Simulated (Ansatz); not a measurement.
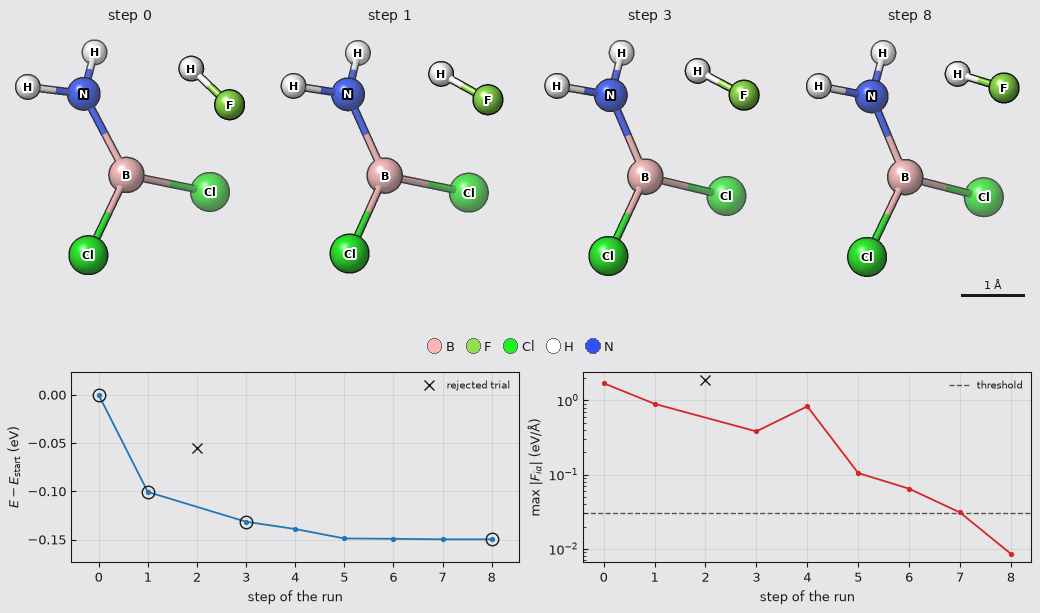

Frames of a relaxation of BNH$_{3}$Cl$_{2}$F, marked on the history of the run. The picture is a ball-and-stick view, seen at a tilt.

The run prepares an end point of a later path (reaction) calculation, from a guessed geometry.

These are results of UKS B3LYP-D4/6-31G* in Ansatz, not measurements. Set-up: collinear spin; force threshold 0.03 eV/Å; at most 50 steps.

> What happens along the run?

The F atom moves most after the best rigid fit: 0.29 Å. Largest moves by element: F 0.29 Å, H 0.26 Å, Cl 0.19 Å, N 0.15 Å, B 0.07 Å. Among the contacts that change: B–N 1.475 → 1.411 Å, F–H 0.919 → 0.944 Å. After 7 accepted moves (8 points after the start) the energy has fallen by 0.150 eV. The largest force component goes from 1.7 to 0.0086 eV/Å. The line search rejected the trial step at point 2 of the run. From step 0 to 1: an H atom moves most (0.19 Å), energy −0.101 eV. From step 1 to 3: the F atom moves most (0.10 Å), energy −0.031 eV. From step 3 to 8: the F atom moves most (0.14 Å), energy −0.018 eV.

```json
{"step": "0", "E − E(0), eV": "0.0000", "largest force component, eV/Å": "1.7078", "note": ""}
{"step": "1", "E − E(0), eV": "-0.1006", "largest force component, eV/Å": "0.9003", "note": ""}
{"step": "2", "E − E(0), eV": "-0.0552", "largest force component, eV/Å": "1.8618", "note": "rejected"}
{"step": "3", "E − E(0), eV": "-0.1314", "largest force component, eV/Å": "0.3831", "note": ""}
{"step": "4", "E − E(0), eV": "-0.1390", "largest force component, eV/Å": "0.8326", "note": ""}
{"step": "5", "E − E(0), eV": "-0.1488", "largest force component, eV/Å": "0.1052", "note": ""}
{"step": "6", "E − E(0), eV": "-0.1491", "largest force component, eV/Å": "0.0647", "note": ""}
{"step": "7", "E − E(0), eV": "-0.1497", "largest force component, eV/Å": "0.0310", "note": ""}
{"step": "8", "E − E(0), eV": "-0.1497", "largest force component, eV/Å": "0.0086", "note": ""}
```

Limits of the set-up: the start holds two separate molecules, 2.3 Å apart at their closest, whose relative position is a soft coordinate.
